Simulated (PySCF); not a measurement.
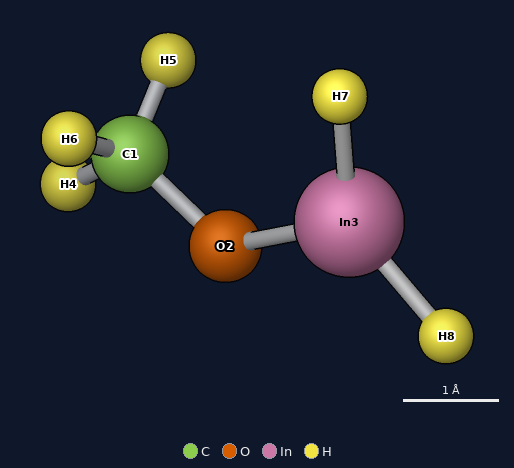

Figure 1. The structure as given in the input (ball-and-stick view, seen at a tilt; atoms are numbered from 1 in the order of the input). Sticks mark near contacts. Bond lengths as drawn: C–H 1.09 to 1.10 Å, C–O 1.41 Å, H–In 1.57 Å and In–O 1.90 Å.

CH5InO: frequency calculation (part 1 of 4)

- system: CH5InO
- method: HF/STO-3G, RHF, dispersion D3(BJ), IEF-PCM solvent benzene (PySCF 2.14.0)

The geometry was optimised with HF/STO-3G symmetrised. Figures and captions count atoms from 1; the log counts them from 0 in places.

### The program's output
```
PySCF version 2.14.0

[INPUT] num. atoms = 8
[INPUT] num. electrons = 68
[INPUT] charge = 0
[INPUT] spin (= nelec alpha-beta = 2S) = 0
[INPUT] symmetry False subgroup None
[INPUT] Mole.unit = angstrom
[INPUT] Symbol           X                Y                Z      unit          X                Y                Z       unit  Magmom
[INPUT]  1 C     -1.016652000000   2.009460000000  -0.860804000000 AA   -1.921193843991   3.797329058269  -1.626683806930 Bohr   0.0
[INPUT]  2 O     -1.190648000000   0.667844000000  -0.450946000000 AA   -2.249998630761   1.262042253934  -0.852164436968 Bohr   0.0
[INPUT]  3 In     0.284473000000  -0.353778000000   0.172069000000 AA    0.537576059833  -0.668543528896   0.325163284528 Bohr   0.0
[INPUT]  4 H     -1.972896000000   2.429937000000  -1.190916000000 AA   -3.728233112250   4.591915429947  -2.250505077363 Bohr   0.0
[INPUT]  5 H     -0.318022000000   2.117267000000  -1.705634000000 AA   -0.600974481586   4.001054762579  -3.223181128746 Bohr   0.0
[INPUT]  6 H     -0.645035000000   2.659410000000  -0.067916000000 AA   -1.218939490759   5.025556552930  -0.128342639476 Bohr   0.0
[INPUT]  7 H      1.685679000000   0.363690000000   0.205840000000 AA    3.185471643931   0.687274494243   0.388981225480 Bohr   0.0
[INPUT]  8 H     -0.140888000000  -1.815988000000   0.573144000000 AA   -0.266239734238  -3.431719965497   1.083085189938 Bohr   0.0

nuclear repulsion = 258.377043601946
number of shells = 22
number of NR pGTOs = 126
number of NR cGTOs = 42
basis = sto-3g
ecp = {}

******** <class 'pyscf.solvent._attach_solvent.PCMRHF'> ********
method = PCMRHF
initial guess = minao
damping factor = 0
level_shift factor = 0
DIIS = <class 'pyscf.scf.diis.CDIIS'>
diis_start_cycle = 1
diis_space = 8
diis_damp = 0
SCF conv_tol = 1e-09
SCF conv_tol_grad = None
SCF max_cycles = 50
direct_scf = True
direct_scf_tol = 1e-13
******** <class 'pyscf.solvent.pcm.PCM'> (In testing) ********

WARN: PCM is an experimental feature. It is still in testing.
Features and APIs may be changed in the future.

lebedev_order = 29 (302 grids per sphere)
eps = 2.2706
frozen = False
Set gradient conv threshold to 3.16228e-05
Initial guess from minao.
PCM E_diel = -0.0925931690314374
Solvent Energy = -0.0925931690314374
Calc dispersion correction with DFTD3.
Parameters: xc=hf, version=d3bj, atm=False
init E= -5781.92046386512
  HOMO = -0.409831338402608  LUMO = -0.0788773077484392  gap/eV = 9.00572
PCM E_diel = -0.00699724869420834
Solvent Energy = -0.00699724869420834
cycle= 1 E= -5796.94999781966  delta_E=  -15  |g|= 0.572  |ddm|= 3.27
  HOMO = -0.127982549658042  LUMO = 0.268831142439564  gap/eV = 10.79785
PCM E_diel = -0.00330203876573095
Solvent Energy = -0.00330203876573095
cycle= 2 E= -5797.06271138909  delta_E= -0.113  |g|= 0.214  |ddm|= 1.11
  HOMO = -0.28667051808273  LUMO = 0.240466941433575  gap/eV = 14.34414
PCM E_diel = -0.00456928767973619
Solvent Energy = -0.00456928767973619
cycle= 3 E= -5797.0792336457  delta_E= -0.0165  |g|= 0.0461  |ddm|= 0.354
  HOMO = -0.280664441596644  LUMO = 0.233904150805592  gap/eV = 14.00212
PCM E_diel = -0.00454021407683563
Solvent Energy = -0.00454021407683563
cycle= 4 E= -5797.08026576188  delta_E= -0.00103  |g|= 0.0109  |ddm|= 0.0781
  HOMO = -0.281670000730796  LUMO = 0.232874112201626  gap/eV = 14.00146
PCM E_diel = -0.0045893515341129
Solvent Energy = -0.0045893515341129
cycle= 5 E= -5797.08036242147  delta_E= -9.67e-05  |g|= 0.00223  |ddm|= 0.0307
  HOMO = -0.281088154962303  LUMO = 0.232741428186862  gap/eV = 13.98202
PCM E_diel = -0.00460132075686637
Solvent Energy = -0.00460132075686637
cycle= 6 E= -5797.08036700074  delta_E= -4.58e-06  |g|= 0.000426  |ddm|= 0.00723
  HOMO = -0.281097140083008  LUMO = 0.232701280444442  gap/eV = 13.98117
PCM E_diel = -0.00460402209165399
Solvent Energy = -0.00460402209165399
cycle= 7 E= -5797.08036719214  delta_E= -1.91e-07  |g|= 0.00014  |ddm|= 0.00142
  HOMO = -0.281043896507429  LUMO = 0.232695600043767  gap/eV = 13.97956
PCM E_diel = -0.00460455050071753
Solvent Energy = -0.00460455050071753
cycle= 8 E= -5797.0803672195  delta_E= -2.74e-08  |g|= 3.62e-05  |ddm|= 0.000634
  HOMO = -0.281037341591645  LUMO = 0.232697678382605  gap/eV = 13.97944
PCM E_diel = -0.00460465888814262
Solvent Energy = -0.00460465888814262
cycle= 9 E= -5797.08036722127  delta_E= -1.78e-09  |g|= 5.42e-06  |ddm|= 0.000188
  HOMO = -0.281036623599874  LUMO = 0.232697899181654  gap/eV = 13.97943
PCM E_diel = -0.00460463346683526
Solvent Energy = -0.00460463346683526
cycle= 10 E= -5797.0803672213  delta_E= -2.73e-11  |g|= 7.9e-07  |ddm|= 2.36e-05
  HOMO = -0.281036726123211  LUMO = 0.232697878695761  gap/eV = 13.97943
```

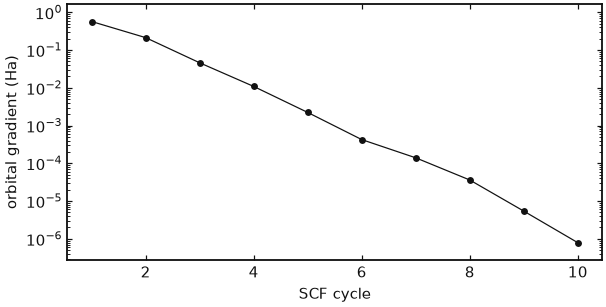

Figure 2. Convergence of the self-consistent field: orbital gradient against the SCF cycle. The residual falls at every step.

```
PCM E_diel = -0.00460463307017163
Solvent Energy = -0.00460463307017163
Extra cycle  E= -5797.08036722132  delta_E= -1.64e-11  |g|= 3.09e-07  |ddm|= 1.94e-06
converged SCF energy = -5797.08036722132
total energy: -5797.08036722 hartree
Calc dispersion correction with DFTD3.
Parameters: xc=hf, version=d3bj, atm=False

WARN: DFTD3 does not support analytical Hessian, using finite difference

WARN: Mole.unit (angstrom) is changed to Bohr

New geometry
   1 C     -1.016646708228   2.009460000000  -0.860804000000 AA   -1.921183843991   3.797329058269  -1.626683806930 Bohr
   2 O     -1.190648000000   0.667844000000  -0.450946000000 AA   -2.249998630761   1.262042253934  -0.852164436968 Bohr
   3 In     0.284473000000  -0.353778000000   0.172069000000 AA    0.537576059833  -0.668543528896   0.325163284528 Bohr
   4 H     -1.972896000000   2.429937000000  -1.190916000000 AA   -3.728233112250   4.591915429947  -2.250505077363 Bohr
   5 H     -0.318022000000   2.117267000000  -1.705634000000 AA   -0.600974481586   4.001054762579  -3.223181128746 Bohr
   6 H     -0.645035000000   2.659410000000  -0.067916000000 AA   -1.218939490759   5.025556552930  -0.128342639476 Bohr
   7 H      1.685679000000   0.363690000000   0.205840000000 AA    3.185471643931   0.687274494243   0.388981225480 Bohr
   8 H     -0.140888000000  -1.815988000000   0.573144000000 AA   -0.266239734238  -3.431719965497   1.083085189938 Bohr
New geometry
   1 C     -1.016657291772   2.009460000000  -0.860804000000 AA   -1.921203843991   3.797329058269  -1.626683806930 Bohr
   2 O     -1.190648000000   0.667844000000  -0.450946000000 AA   -2.249998630761   1.262042253934  -0.852164436968 Bohr
   3 In     0.284473000000  -0.353778000000   0.172069000000 AA    0.537576059833  -0.668543528896   0.325163284528 Bohr
   4 H     -1.972896000000   2.429937000000  -1.190916000000 AA   -3.728233112250   4.591915429947  -2.250505077363 Bohr
   5 H     -0.318022000000   2.117267000000  -1.705634000000 AA   -0.600974481586   4.001054762579  -3.223181128746 Bohr
   6 H     -0.645035000000   2.659410000000  -0.067916000000 AA   -1.218939490759   5.025556552930  -0.128342639476 Bohr
   7 H      1.685679000000   0.363690000000   0.205840000000 AA    3.185471643931   0.687274494243   0.388981225480 Bohr
   8 H     -0.140888000000  -1.815988000000   0.573144000000 AA   -0.266239734238  -3.431719965497   1.083085189938 Bohr
New geometry
   1 C     -1.016652000000   2.009465291772  -0.860804000000 AA   -1.921193843991   3.797339058269  -1.626683806930 Bohr
   2 O     -1.190648000000   0.667844000000  -0.450946000000 AA   -2.249998630761   1.262042253934  -0.852164436968 Bohr
   3 In     0.284473000000  -0.353778000000   0.172069000000 AA    0.537576059833  -0.668543528896   0.325163284528 Bohr
   4 H     -1.972896000000   2.429937000000  -1.190916000000 AA   -3.728233112250   4.591915429947  -2.250505077363 Bohr
   5 H     -0.318022000000   2.117267000000  -1.705634000000 AA   -0.600974481586   4.001054762579  -3.223181128746 Bohr
   6 H     -0.645035000000   2.659410000000  -0.067916000000 AA   -1.218939490759   5.025556552930  -0.128342639476 Bohr
   7 H      1.685679000000   0.363690000000   0.205840000000 AA    3.185471643931   0.687274494243   0.388981225480 Bohr
   8 H     -0.140888000000  -1.815988000000   0.573144000000 AA   -0.266239734238  -3.431719965497   1.083085189938 Bohr
New geometry
   1 C     -1.016652000000   2.009454708228  -0.860804000000 AA   -1.921193843991   3.797319058269  -1.626683806930 Bohr
   2 O     -1.190648000000   0.667844000000  -0.450946000000 AA   -2.249998630761   1.262042253934  -0.852164436968 Bohr
   3 In     0.284473000000  -0.353778000000   0.172069000000 AA    0.537576059833  -0.668543528896   0.325163284528 Bohr
   4 H     -1.972896000000   2.429937000000  -1.190916000000 AA   -3.728233112250   4.591915429947  -2.250505077363 Bohr
   5 H     -0.318022000000   2.117267000000  -1.705634000000 AA   -0.600974481586   4.001054762579  -3.223181128746 Bohr
   6 H     -0.645035000000   2.659410000000  -0.067916000000 AA   -1.218939490759   5.025556552930  -0.128342639476 Bohr
   7 H      1.685679000000   0.363690000000   0.205840000000 AA    3.185471643931   0.687274494243   0.388981225480 Bohr
   8 H     -0.140888000000  -1.815988000000   0.573144000000 AA   -0.266239734238  -3.431719965497   1.083085189938 Bohr
New geometry
   1 C     -1.016652000000   2.009460000000  -0.860798708228 AA   -1.921193843991   3.797329058269  -1.626673806930 Bohr
   2 O     -1.190648000000   0.667844000000  -0.450946000000 AA   -2.249998630761   1.262042253934  -0.852164436968 Bohr
   3 In     0.284473000000  -0.353778000000   0.172069000000 AA    0.537576059833  -0.668543528896   0.325163284528 Bohr
   4 H     -1.972896000000   2.429937000000  -1.190916000000 AA   -3.728233112250   4.591915429947  -2.250505077363 Bohr
   5 H     -0.318022000000   2.117267000000  -1.705634000000 AA   -0.600974481586   4.001054762579  -3.223181128746 Bohr
   6 H     -0.645035000000   2.659410000000  -0.067916000000 AA   -1.218939490759   5.025556552930  -0.128342639476 Bohr
   7 H      1.685679000000   0.363690000000   0.205840000000 AA    3.185471643931   0.687274494243   0.388981225480 Bohr
   8 H     -0.140888000000  -1.815988000000   0.573144000000 AA   -0.266239734238  -3.431719965497   1.083085189938 Bohr
New geometry
   1 C     -1.016652000000   2.009460000000  -0.860809291772 AA   -1.921193843991   3.797329058269  -1.626693806930 Bohr
   2 O     -1.190648000000   0.667844000000  -0.450946000000 AA   -2.249998630761   1.262042253934  -0.852164436968 Bohr
   3 In     0.284473000000  -0.353778000000   0.172069000000 AA    0.537576059833  -0.668543528896   0.325163284528 Bohr
   4 H     -1.972896000000   2.429937000000  -1.190916000000 AA   -3.728233112250   4.591915429947  -2.250505077363 Bohr
   5 H     -0.318022000000   2.117267000000  -1.705634000000 AA   -0.600974481586   4.001054762579  -3.223181128746 Bohr
   6 H     -0.645035000000   2.659410000000  -0.067916000000 AA   -1.218939490759   5.025556552930  -0.128342639476 Bohr
   7 H      1.685679000000   0.363690000000   0.205840000000 AA    3.185471643931   0.687274494243   0.388981225480 Bohr
   8 H     -0.140888000000  -1.815988000000   0.573144000000 AA   -0.266239734238  -3.431719965497   1.083085189938 Bohr
New geometry
   1 C     -1.016652000000   2.009460000000  -0.860804000000 AA   -1.921193843991   3.797329058269  -1.626683806930 Bohr
   2 O     -1.190642708228   0.667844000000  -0.450946000000 AA   -2.249988630761   1.262042253934  -0.852164436968 Bohr
   3 In     0.284473000000  -0.353778000000   0.172069000000 AA    0.537576059833  -0.668543528896   0.325163284528 Bohr
   4 H     -1.972896000000   2.429937000000  -1.190916000000 AA   -3.728233112250   4.591915429947  -2.250505077363 Bohr
   5 H     -0.318022000000   2.117267000000  -1.705634000000 AA   -0.600974481586   4.001054762579  -3.223181128746 Bohr
   6 H     -0.645035000000   2.659410000000  -0.067916000000 AA   -1.218939490759   5.025556552930  -0.128342639476 Bohr
   7 H      1.685679000000   0.363690000000   0.205840000000 AA    3.185471643931   0.687274494243   0.388981225480 Bohr
   8 H     -0.140888000000  -1.815988000000   0.573144000000 AA   -0.266239734238  -3.431719965497   1.083085189938 Bohr
New geometry
   1 C     -1.016652000000   2.009460000000  -0.860804000000 AA   -1.921193843991   3.797329058269  -1.626683806930 Bohr
   2 O     -1.190653291772   0.667844000000  -0.450946000000 AA   -2.250008630761   1.262042253934  -0.852164436968 Bohr
   3 In     0.284473000000  -0.353778000000   0.172069000000 AA    0.537576059833  -0.668543528896   0.325163284528 Bohr
   4 H     -1.972896000000   2.429937000000  -1.190916000000 AA   -3.728233112250   4.591915429947  -2.250505077363 Bohr
   5 H     -0.318022000000   2.117267000000  -1.705634000000 AA   -0.600974481586   4.001054762579  -3.223181128746 Bohr
   6 H     -0.645035000000   2.659410000000  -0.067916000000 AA   -1.218939490759   5.025556552930  -0.128342639476 Bohr
   7 H      1.685679000000   0.363690000000   0.205840000000 AA    3.185471643931   0.687274494243   0.388981225480 Bohr
   8 H     -0.140888000000  -1.815988000000   0.573144000000 AA   -0.266239734238  -3.431719965497   1.083085189938 Bohr
New geometry
   1 C     -1.016652000000   2.009460000000  -0.860804000000 AA   -1.921193843991   3.797329058269  -1.626683806930 Bohr
   2 O     -1.190648000000   0.667849291772  -0.450946000000 AA   -2.249998630761   1.262052253934  -0.852164436968 Bohr
   3 In     0.284473000000  -0.353778000000   0.172069000000 AA    0.537576059833  -0.668543528896   0.325163284528 Bohr
   4 H     -1.972896000000   2.429937000000  -1.190916000000 AA   -3.728233112250   4.591915429947  -2.250505077363 Bohr
   5 H     -0.318022000000   2.117267000000  -1.705634000000 AA   -0.600974481586   4.001054762579  -3.223181128746 Bohr
   6 H     -0.645035000000   2.659410000000  -0.067916000000 AA   -1.218939490759   5.025556552930  -0.128342639476 Bohr
   7 H      1.685679000000   0.363690000000   0.205840000000 AA    3.185471643931   0.687274494243   0.388981225480 Bohr
   8 H     -0.140888000000  -1.815988000000   0.573144000000 AA   -0.266239734238  -3.431719965497   1.083085189938 Bohr
New geometry
   1 C     -1.016652000000   2.009460000000  -0.860804000000 AA   -1.921193843991   3.797329058269  -1.626683806930 Bohr
   2 O     -1.190648000000   0.667838708228  -0.450946000000 AA   -2.249998630761   1.262032253934  -0.852164436968 Bohr
   3 In     0.284473000000  -0.353778000000   0.172069000000 AA    0.537576059833  -0.668543528896   0.325163284528 Bohr
   4 H     -1.972896000000   2.429937000000  -1.190916000000 AA   -3.728233112250   4.591915429947  -2.250505077363 Bohr
   5 H     -0.318022000000   2.117267000000  -1.705634000000 AA   -0.600974481586   4.001054762579  -3.223181128746 Bohr
   6 H     -0.645035000000   2.659410000000  -0.067916000000 AA   -1.218939490759   5.025556552930  -0.128342639476 Bohr
   7 H      1.685679000000   0.363690000000   0.205840000000 AA    3.185471643931   0.687274494243   0.388981225480 Bohr
   8 H     -0.140888000000  -1.815988000000   0.573144000000 AA   -0.266239734238  -3.431719965497   1.083085189938 Bohr
New geometry
   1 C     -1.016652000000   2.009460000000  -0.860804000000 AA   -1.921193843991   3.797329058269  -1.626683806930 Bohr
   2 O     -1.190648000000   0.667844000000  -0.450940708228 AA   -2.249998630761   1.262042253934  -0.852154436968 Bohr
   3 In     0.284473000000  -0.353778000000   0.172069000000 AA    0.537576059833  -0.668543528896   0.325163284528 Bohr
   4 H     -1.972896000000   2.429937000000  -1.190916000000 AA   -3.728233112250   4.591915429947  -2.250505077363 Bohr
   5 H     -0.318022000000   2.117267000000  -1.705634000000 AA   -0.600974481586   4.001054762579  -3.223181128746 Bohr
   6 H     -0.645035000000   2.659410000000  -0.067916000000 AA   -1.218939490759   5.025556552930  -0.128342639476 Bohr
   7 H      1.685679000000   0.363690000000   0.205840000000 AA    3.185471643931   0.687274494243   0.388981225480 Bohr
   8 H     -0.140888000000  -1.815988000000   0.573144000000 AA   -0.266239734238  -3.431719965497   1.083085189938 Bohr
New geometry
   1 C     -1.016652000000   2.009460000000  -0.860804000000 AA   -1.921193843991   3.797329058269  -1.626683806930 Bohr
   2 O     -1.190648000000   0.667844000000  -0.450951291772 AA   -2.249998630761   1.262042253934  -0.852174436968 Bohr
   3 In     0.284473000000  -0.353778000000   0.172069000000 AA    0.537576059833  -0.668543528896   0.325163284528 Bohr
   4 H     -1.972896000000   2.429937000000  -1.190916000000 AA   -3.728233112250   4.591915429947  -2.250505077363 Bohr
   5 H     -0.318022000000   2.117267000000  -1.705634000000 AA   -0.600974481586   4.001054762579  -3.223181128746 Bohr
   6 H     -0.645035000000   2.659410000000  -0.067916000000 AA   -1.218939490759   5.025556552930  -0.128342639476 Bohr
```
